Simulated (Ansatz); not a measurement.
# GeH2ClF: geometry relaxation

System: GeH2ClF.
Method: RHF/def2-SVP (Ansatz 0.2.0).

It belongs to a series of runs on one base structure; here: start relaxed. Figures and captions count atoms from 1; the log counts them from 0 in places.

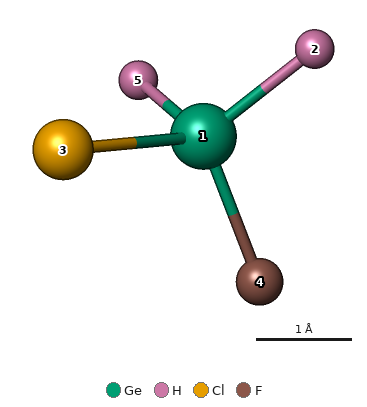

The structure as given in the input (ball-and-stick view, seen at a tilt; atoms are numbered from 1 in the order of the input). Sticks mark near contacts.

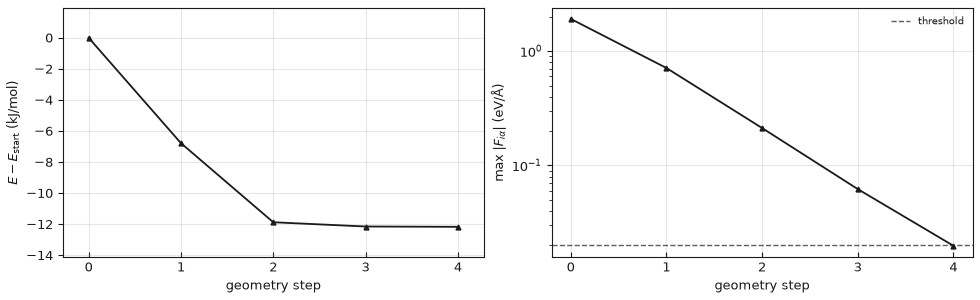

Progress of the relaxation, step by step (the first geometry is step 0 here and step 1 in the log).

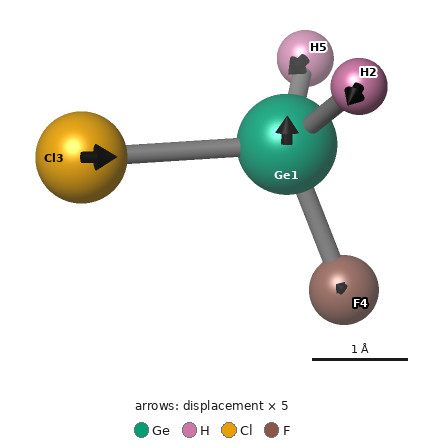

The starting structure with the displacements as black arrows, magnified 5 times (ball-and-stick view, seen at a tilt). The two geometries are laid on each other by the best rigid fit. The atom that moves furthest after the best rigid fit is Cl3 (0.078 Å). Largest moves by element: Cl 0.078 Å, Ge 0.062 Å, H 0.055 Å, F 0.022 Å. Distances before and after: Ge1–Cl3 2.220 → 2.146 Å, Ge1–F4 1.679 → 1.718 Å, Ge1–H2 1.550 → 1.517 Å. Among the angles that change: H2–Ge1–H5 109.5° → 116.8°, Cl3–Ge1–F4 109.5° → 106.6°, H2–Ge1–F4 109.5° → 107.3°. Over 4 geometry steps the energy falls by 12.2 kJ/mol. Largest force component: 1.9 eV/Å at the start, 0.02 eV/Å at the end. (Atoms are counted from 1 in the order of the input.)

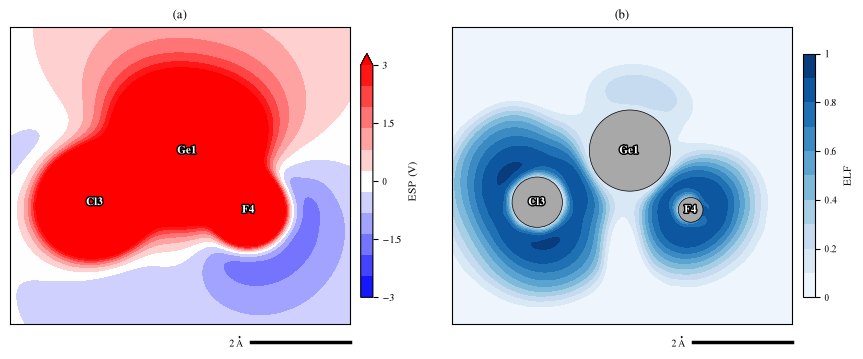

(a) electrostatic potential; (b) electron localisation function on the plane of atoms Cl3, Ge1 and F4. Grey discs, where drawn, cover atomic cores. Ge–F (1.72 Å): the ELF peaks at about 0.80 in the valence shell of F, 0.5 Å from its nucleus, and is about 0.20 at the midpoint. Ge–Cl (2.15 Å): the ELF peaks at about 0.85 in the valence shell of Cl, 0.8 Å from its nucleus, and is about 0.70 at the midpoint.

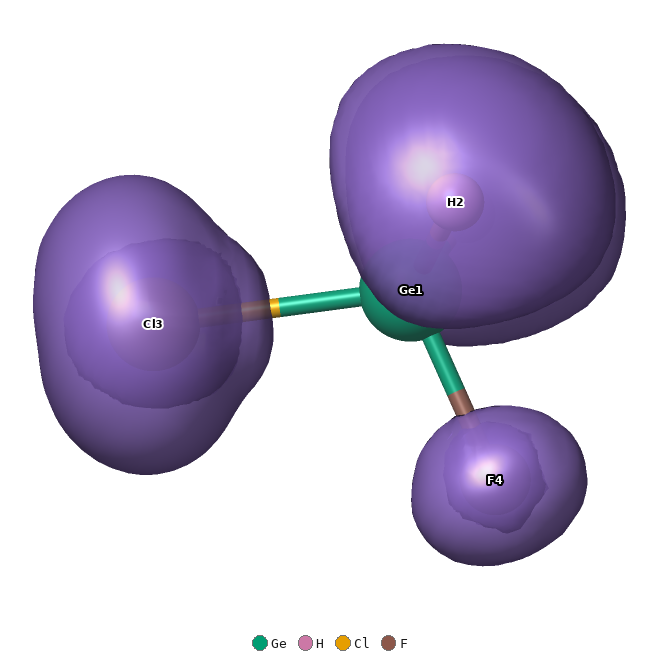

Isosurface of the electron localisation function at 0.8 (purple), seen face on. Only the valence region is drawn (cores and ρ < 0.01 e/Å³ removed). Values along the shortest contacts: Ge–F (1.72 Å): the ELF peaks at about 0.80 in the valence shell of F, 0.5 Å from its nucleus, and is about 0.20 at the midpoint. Ge–Cl (2.15 Å): the ELF peaks at about 0.85 in the valence shell of Cl, 0.8 Å from its nucleus, and is about 0.70 at the midpoint.

These pictures come from the run below.

Input:
```yaml
crystal:
  periodic: [false, false, false]
  atoms:
    - { symbol: Ge, position_ang: [0.0, 0.0, 0.0] }
    - { symbol: H, position_ang: [0.0, 0.0, 1.55] }
    - { symbol: Cl, position_ang: [2.0935, 0.0, -0.7393] }
    - { symbol: F, position_ang: [-0.7913, 1.3709, -0.5594] }
    - { symbol: H, position_ang: [-0.73, -1.2648, -0.5162] }
basis:
  gaussian: { orbitals: def2-SVP }
hamiltonian:
  xc: hf
relax:
  f_tol: 0.02
  max_steps: 40
output:
  orbitals: {}
```

Launched with:
```bash
ansatz run input.yaml --threads 1 --pin off --max-ram 2048MiB --backend cpu --events-out ev --progress --plain --runs-dir out
```

The program's output:
```
The last accepted step is kept in [file] (removed where the run ends without a failure and the disk answers)
Engine: ansatz 0.2.0, aarch64-unknown-linux-gnu
Functional definition: HF
  exchange = exact_x
  correlation = 0
757 factors; integrals over basis functions are off by at most 3.0e-4 eV
mean field evaluation 1: about -71701.6314 eV, gradient 2.8e1 eV
mean field evaluation 2: about -71701.6554 eV, gradient 2.8e1 eV
mean field evaluation 4: about -71703.3581 eV, gradient 1.8e0 eV
mean field evaluation 8: about -71703.3735 eV, gradient 8.8e-5 eV
mean field -71703.37348830 eV, -2635.0503734027 hartree, gradient 2.8e-5 eV, S^2 0.000000; 0 other end points of the search recorded, 0 dependent functions left out
the calculation of the forces begins
reference -71703.37348830 eV, -2635.0503734027 hartree; 30, 30 occupied and 44, 44 virtual orbitals, 757 factors
relax step   1: F+E_penalty+E_count = -71703.37348830 eV  Δ(F+E_penalty+E_count) = +0.000e0 eV  max|allowed force component| = 1.914e0 eV/Å  Δτ_max = 0.0000 Å  (33 SCF iters, accepted)
these checks for a lower state are left out or cut short: starts, cluster_reference, orbital_swaps, neighbouring_geometries, increment
757 factors; integrals over basis functions are off by at most 2.9e-4 eV
mean field evaluation 16: about -71703.4438 eV, gradient 2.7e-3 eV
mean field -71703.44380057 eV, -2635.0529573309 hartree, gradient 3.9e-5 eV, S^2 0.000000; 0 other end points of the search recorded, 0 dependent functions left out
the calculation of the forces begins
reference -71703.44380057 eV, -2635.0529573309 hartree; 30, 30 occupied and 44, 44 virtual orbitals, 757 factors
relax step   2: F+E_penalty+E_count = -71703.44380057 eV  Δ(F+E_penalty+E_count) = -7.031e-2 eV  max|allowed force component| = 7.123e-1 eV/Å  Δτ_max = 0.1290 Å  (33 SCF iters, accepted)
these checks for a lower state are left out or cut short: starts, cluster_reference, orbital_swaps, neighbouring_geometries, increment
757 factors; integrals over basis functions are off by at most 2.9e-4 eV
mean field -71703.49655338 eV, -2635.0548959610 hartree, gradient 3.9e-5 eV, S^2 0.000000; 0 other end points of the search recorded, 0 dependent functions left out
the calculation of the forces begins
reference -71703.49655338 eV, -2635.0548959610 hartree; 30, 30 occupied and 44, 44 virtual orbitals, 757 factors
relax step   3: F+E_penalty+E_count = -71703.49655338 eV  Δ(F+E_penalty+E_count) = -5.275e-2 eV  max|allowed force component| = 2.126e-1 eV/Å  Δτ_max = 0.0585 Å  (32 SCF iters, accepted)
these checks for a lower state are left out or cut short: starts, cluster_reference, orbital_swaps, neighbouring_geometries, increment
757 factors; integrals over basis functions are off by at most 2.8e-4 eV
mean field evaluation 32: about -71703.4994 eV, gradient 4.0e-5 eV
mean field -71703.49939922 eV, -2635.0550005439 hartree, gradient 4.0e-5 eV, S^2 0.000000; 0 other end points of the search recorded, 0 dependent functions left out
the calculation of the forces begins
reference -71703.49939922 eV, -2635.0550005439 hartree; 30, 30 occupied and 44, 44 virtual orbitals, 757 factors
relax step   4: F+E_penalty+E_count = -71703.49939922 eV  Δ(F+E_penalty+E_count) = -2.846e-3 eV  max|allowed force component| = 6.219e-2 eV/Å  Δτ_max = 0.0106 Å  (35 SCF iters, accepted)
these checks for a lower state are left out or cut short: starts, cluster_reference, orbital_swaps, neighbouring_geometries, increment
757 factors; integrals over basis functions are off by at most 2.8e-4 eV
mean field -71703.49961428 eV, -2635.0550084470 hartree, gradient 2.0e-5 eV, S^2 0.000000; 0 other end points of the search recorded, 0 dependent functions left out
the calculation of the forces begins
reference -71703.49961428 eV, -2635.0550084470 hartree; 30, 30 occupied and 44, 44 virtual orbitals, 757 factors
relax step   5: F+E_penalty+E_count = -71703.49961428 eV  Δ(F+E_penalty+E_count) = -2.151e-4 eV  max|allowed force component| = 1.986e-2 eV/Å  Δτ_max = 0.0045 Å  (25 SCF iters, accepted)
757 factors; integrals over basis functions are off by at most 2.8e-4 eV
mean field -71703.49961428 eV, -2635.0550084470 hartree, gradient 2.0e-5 eV, S^2 0.000000; 1 other end points of the search recorded, 0 dependent functions left out
the calculation of the forces begins
reference -71703.49961428 eV, -2635.0550084470 hartree; 30, 30 occupied and 44, 44 virtual orbitals, 757 factors
Total energy: -71703.49961428 eV, -2635.0550084470 hartree
Atom 0 at     0.007291    -0.053046     0.030355 Å, force     0.011809     0.019858    -0.016328 eV/Å
Atom 1 at     0.031918     0.044486     1.543814 Å, force    -0.003646    -0.004808     0.007068 eV/Å
Atom 2 at     2.019222     0.002454    -0.714556 Å, force    -0.007955     0.000246     0.002658 eV/Å
Atom 3 at    -0.772742     1.359361    -0.558830 Å, force     0.004770    -0.008169     0.003317 eV/Å
Atom 4 at    -0.713489    -1.247154    -0.565683 Å, force    -0.004979    -0.007126     0.003285 eV/Å
Dipole moment:    -0.158243    -0.416361     0.310853 e Å
```

Trajectory as extended XYZ (Å, eV, eV/Å), 5 frames, from step=1 to step=5:
```
5
Properties=species:S:1:pos:R:3:forces:R:3 step=1 energy=-71703.37349
Ge    0.0000    0.0000    0.0000    1.1713  -1.9142   0.7800
H     0.0000    0.0000    1.5500    0.1454   0.2724  -0.5658
Cl    2.0935    0.0000   -0.7393   -1.2003   0.1088   0.3564
F    -0.7913    1.3709   -0.5594   -0.4170   0.9915  -0.4606
H    -0.7300   -1.2648   -0.5162    0.3007   0.5414  -0.1100
5
Properties=species:S:1:pos:R:3:forces:R:3 step=2 energy=-71703.44380
Ge   -0.0367   -0.0690    0.0558    0.7123  -0.3100  -0.0656
H     0.0675    0.0699    1.5752   -0.2951  -0.1573  -0.2464
Cl    1.9700    0.0203   -0.7082    0.1873  -0.1231   0.0098
F    -0.7229    1.3553   -0.5739   -0.5206   0.3811  -0.0490
H    -0.7057   -1.2703   -0.6137   -0.0839   0.2093   0.3512
5
Properties=species:S:1:pos:R:3:forces:R:3 step=3 energy=-71703.49655
Ge   -0.0017   -0.0506    0.0320    0.2126  -0.0821  -0.0246
H     0.0413    0.0510    1.5511   -0.0592  -0.0259  -0.1254
Cl    2.0224   -0.0037   -0.7119   -0.1694   0.0150   0.0507
F    -0.7789    1.3619   -0.5582   -0.0010  -0.0132   0.0084
H    -0.7110   -1.2525   -0.5778    0.0170   0.1063   0.0908
5
Properties=species:S:1:pos:R:3:forces:R:3 step=4 energy=-71703.49940
Ge    0.0057   -0.0520    0.0303    0.0622  -0.0130  -0.0141
H     0.0346    0.0471    1.5438   -0.0146  -0.0111   0.0001
Cl    2.0207   -0.0011   -0.7129   -0.0414   0.0109   0.0080
F    -0.7768    1.3588   -0.5570    0.0028   0.0145  -0.0099
H    -0.7120   -1.2467   -0.5691   -0.0090  -0.0013   0.0159
5
Properties=species:S:1:pos:R:3:forces:R:3 step=5 energy=-71703.49961
Ge    0.0073   -0.0530    0.0304    0.0118   0.0199  -0.0163
H     0.0319    0.0445    1.5438   -0.0036  -0.0048   0.0071
Cl    2.0192    0.0025   -0.7146   -0.0080   0.0002   0.0027
F    -0.7727    1.3594   -0.5588    0.0048  -0.0082   0.0033
H    -0.7135   -1.2472   -0.5657   -0.0050  -0.0071   0.0033
```

Summary:

```csv
quantity,value
outcome,converged
total energy,−71703.4996 eV
mean-field energy,−71703.4996 eV
largest force (length of the vector) at the end,0.028 eV/Å
hardware,"1 thread of Arm Neoverse V2, 24 GiB of memory available, shared host"
wall time,7.3 s
peak memory,0.13 GiB
```
